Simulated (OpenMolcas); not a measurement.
**HS (SMILES [SH]) at 6 levels**

Aim: a comparison of 6 runs (UHF/3-21G, U-r2SCAN/3-21G, UB3LYP/3-21G, UPBE0/3-21G, ROMP2/3-21G, ROCCSD(T)/3-21G) of HS. 

Program for the calculation: OpenMolcas 26.06.

3 further runs of the same task are left out: 1 that didn't finish, 2 set aside as unsound or not needed.

## 1. The structure to begin with

HS has 2 atoms, charge 0, and is taken as a doublet. As SMILES, `[SH]`. Geometry: relaxed at PBE0-D4/def2-TZVP.

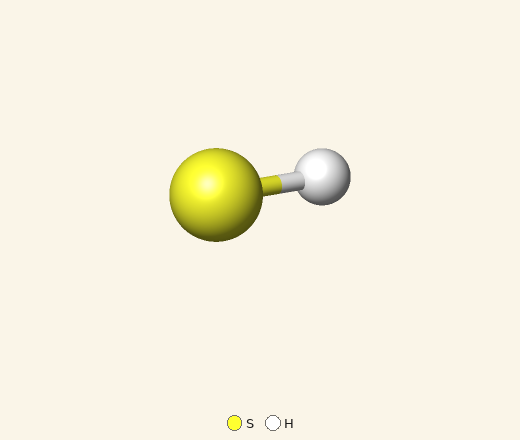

Viewed from a chosen angle; sulfur yellow, hydrogen white.

## 2. A single-point energy at UHF/3-21G (run 1)

Input file calc.input:

```
&gateway
  baslib = $CurrDir
  coord
  2
  angstrom
  S        0.574560      -0.187810       0.295460
  H       -0.574560       0.187810      -0.295460
  basis = 3-21G
  group = NoSym

&seward

&scf
  uhf
  spin = 2
  thresholds = 1e-10 1e-07 1e-07 1e-05
  prorbitals = 1 1
```

The basis set 3-21G is read from a file made from the Basis Set Exchange's data (not shown).

Run with:

```sh
$ export MOLCAS_MEM=1860
$ pymolcas calc.input > calc.log
```

Output:

```text
--- Start Module: gateway ---
[...]
--- Stop Module: gateway /rc=_RC_ALL_IS_WELL_ ---
--- Start Module: seward ---
[...]
      Basis functions           15
--- Stop Module: seward /rc=_RC_ALL_IS_WELL_ ---
--- Start Module: scf ---
[...]
       Convergence after  12 Iterations
[...]
::    Total SCF energy                               -396.1183895035
[...]
      Total spin, S                                     0.5013867721
[...]
      Total electronic charge=   17.000000
      Total            charge=   -0.000000
[...]
      Dipole Moment (debye):
      Origin of the operator (angstrom)=    0.5394   -0.1763    0.2774
                   X= -1.1397E+00               Y=  3.7254E-01               Z= -5.8607E-01           Total=  1.3346E+00
      Quadrupole Moment (debye*angstrom):
[...]
--- Stop Module: scf /rc=_RC_ALL_IS_WELL_ ---
[...]
```

Run time: 1.5 s. Hardware: 1 thread of Arm Neoverse V2, shared host; peak memory 0.37 GiB.

## 3. A single-point energy at U-r2SCAN/3-21G (run 2)

Input file calc.input:

```
* HS Kohn-Sham DFT
>>> EXPORT MOLCAS_PRINT=2
&GATEWAY
BasLib
$CurrDir
Coord
2
angstrom
S        0.574560      -0.187810       0.295460
H       -0.574560       0.187810      -0.295460
Basis
3-21G
Group
NoSym
&SEWARD
GridInput
Grid=UltraFine
End of Grid
&SCF
UHF
Spin
2
KSDFT
2
1.0 MGGA_X_R2SCAN
1.0 MGGA_C_R2SCAN
Thresholds
1e-10 1e-07 1e-07 1e-05
PrOrbitals
1 1
```

The basis set 3-21G is read from a file made from the Basis Set Exchange's data (not shown).

Run with:

```sh
$ export MOLCAS_MEM=1860
$ pymolcas calc.input > calc.log
```

Output:

```text
--- Start Module: gateway ---
[...]
--- Stop Module: gateway /rc=_RC_ALL_IS_WELL_ ---
--- Start Module: seward ---
[...]
      Basis functions           15
--- Stop Module: seward /rc=_RC_ALL_IS_WELL_ ---
--- Start Module: scf ---
[...]
       Convergence after 331 Iterations
[...]
::    Total KS-DFT energy                            -396.7094891705
[...]
      Total spin, S                                     0.5005863323
[...]
      Total electronic charge=   17.000000
      Total            charge=   -0.000000
[...]
      Dipole Moment (debye):
      Origin of the operator (angstrom)=    0.5394   -0.1763    0.2774
                   X= -1.1915E+00               Y=  3.8946E-01               Z= -6.1270E-01           Total=  1.3952E+00
      Quadrupole Moment (debye*angstrom):
[...]
--- Stop Module: scf /rc=_RC_ALL_IS_WELL_ ---
[...]
```

It took 63 s on 1 thread of Arm Neoverse V2, shared host; peak memory 0.37 GiB.

Runs 3 to 5 aren't shown in full; the table further down has their settings and results.

## 4. A single-point energy at ROCCSD(T)/3-21G (run 6)

Input file calc.input:

```
* HS CCSD(T)
&GATEWAY
BasLib=$CurrDir
Coord
2
angstrom
S        0.574560      -0.187810       0.295460
H       -0.574560       0.187810      -0.295460
Basis=3-21G
Group=NoSym
&SEWARD
&SCF
UHF
Spin=2
Thresholds=1e-10 1e-07 1e-07 1e-05
PrOrbitals=1 1
&RASSCF
FileOrb=$Project.UnaOrb
Spin=2
Nactel=1 0 0
Inactive=8
Ras2=1
OutOrbitals=Canonical
OrbListing=Nothing
&MOTRA
JobIph
Frozen=5
&CCSDT
CCT
Triples=3
Iterations=80
Accuracy=1e-08
Extrapolation=5 4
```

The basis set 3-21G is read from a file made from the Basis Set Exchange's data (not shown).

Run with:

```sh
$ export MOLCAS_MEM=1860
$ pymolcas calc.input > calc.log
```

Output:

```text
--- Start Module: gateway ---
[...]
--- Stop Module: gateway /rc=_RC_ALL_IS_WELL_ ---
[...]
      Basis functions           15
[...]
       Convergence after  12 Iterations
[...]
::    Total SCF energy                               -396.1183895035
[...]
      Total spin, S                                     0.5013867721
[...]
      Number of active orbitals                  1
[...]
      Spin quantum number                      0.5
[...]
      Active orbitals                            1
[...]
      Number of CSFs                             1
[...]
      Number of root(s) required                 1
[...]
      Convergence after  6 iterations
[...]
      printout of CI-coefficients larger than  0.05 for root  1
      energy=    -396.117675
      conf/sym  1     Coeff  Weight
             1  u   1.00000 1.00000
      Natural orbitals and occupation numbers for root  1
      sym 1:   1.000000
      ************************************************************************************************************************
      *                                                    Final results                                                     *
[...]
::    RASSCF root number  1 Total energy:   -396.11767532
[...]
      Total electronic charge=   17.000000
      Total            charge=   -0.000000
[...]
      Dipole Moment (debye):
      Origin of the operator (angstrom)=    0.5394   -0.1763    0.2774
                   X= -1.1333E+00               Y=  3.7045E-01               Z= -5.8278E-01           Total=  1.3271E+00
      Quadrupole Moment (debye*angstrom):
[...]
--- Start Module: motra ---
[...]
      *** WARNING: Default frozen orbitals is overwritten by user input.
      *** Default values:   5
[...]
--- Stop Module: motra /rc=_RC_ALL_IS_WELL_ ---
--- Start Module: ccsdt ---
[...]
      Convergence after                    14  Iterations
      Total energy (diff) :    -396.17089514       0.00000000
[...]
 METHOD                       : CCSD+T(CCSD)+<T3(1)WT1>+<T3(1)UT2> = CCSD(T)
[...]
       CCSD     =      -396.1708951408328
[...]
--- Stop Module: ccsdt /rc=_RC_ALL_IS_WELL_ ---
[...]
```

Wall time 2.1 s (1 thread of Arm Neoverse V2, shared host); peak memory 0.37 GiB.

## 5. All runs side by side

```csv
run,level,integration grid,frozen core orbitals,energy (Eh),dipole moment (D),HOMO energy (eV),LUMO energy (eV),wall time
1,UHF/3-21G,–,–,-396.118390,1.33,-10.30,0.03,1.5 s
2,U-r2SCAN/3-21G,UltraFine,–,-396.709489,1.40,-6.33,-5.50,63 s
3,UB3LYP/3-21G,UltraFine,–,-396.781401,1.30,-7.05,-4.95,15 s
4,UPBE0/3-21G,UltraFine,–,-396.620628,1.36,-7.34,-4.61,44 s
5,ROMP2/3-21G,–,5,-396.160377,–,–,–,2.1 s
6,ROCCSD(T)/3-21G,–,5,-396.171186,–,–,–,2.1 s
```

## 6. Outcome

```
             quantity          value
  run 6: total energy  -396.17119 Eh
run 6: (T) correction      -0.29 mEh
```

**Reading.** Over runs 1, 2, 3, 4 the dipole moment (its size) runs from 1.30 D (UB3LYP/3-21G) to 1.40 D (U-r2SCAN/3-21G). Totals of different functionals can't be ranked against each other. All runs together took 2.1 min, the longest 63 s.
